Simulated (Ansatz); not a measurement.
Process, species as SMILES: [C-]#[S+] (C-S) → CS+ (doublet, bonded as [C-]#[S+]) + e-
B3LYP-D3(BJ)/def2-TZVP geometries, fixed; electronic energies without zero-point terms.
Largest species:
```
C
S 1 1.5320
```
Charge 0, spin multiplicity 1.

Basis-set convergence of the adiabatic ionisation energy at PBE with Ansatz (a first-principles code). Cartesian d functions, on some or all atoms, in 6-31G**; all else is spherical. The program fits the integrals of some runs and decomposes those of others, by size. Open shells are unrestricted. No added dispersion term, no relativity. Functions are those of the species that has most. Reference: the value in aug-cc-pV(5+d)Z, 11.240 eV, itself unsure by roughly 0.003 eV (its mean distance from pcseg-4, aug-pcseg-3, aug-cc-pV(Q+d)Z). Deviations are taken from unrounded values.

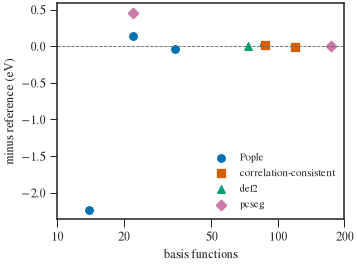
Fig. 1. Deviation from the reference against the number of basis functions, by family of sets.

| basis | functions | adiabatic ionisation energy (eV) | minus reference (eV) |
|---|---|---|---|
| STO-3G | 14 | 9.010 | -2.229 |
| 6-31G | 22 | 11.380 | 0.140 |
| pcseg-0 | 22 | 11.696 | 0.457 |
| 6-31G** | 34 | 11.204 | -0.035 |
| def2-TZVPP | 73 | 11.240 | 0.001 |
| 6-311++G(3df,3pd) | 86 | 11.260 | 0.021 |
| jun-cc-pV(T+d)Z | 87 | 11.258 | 0.019 |
| cc-pV(Q+d)Z | 119 | 11.226 | -0.013 |
| aug-pcseg-3 | 174 | 11.241 | 0.002 |
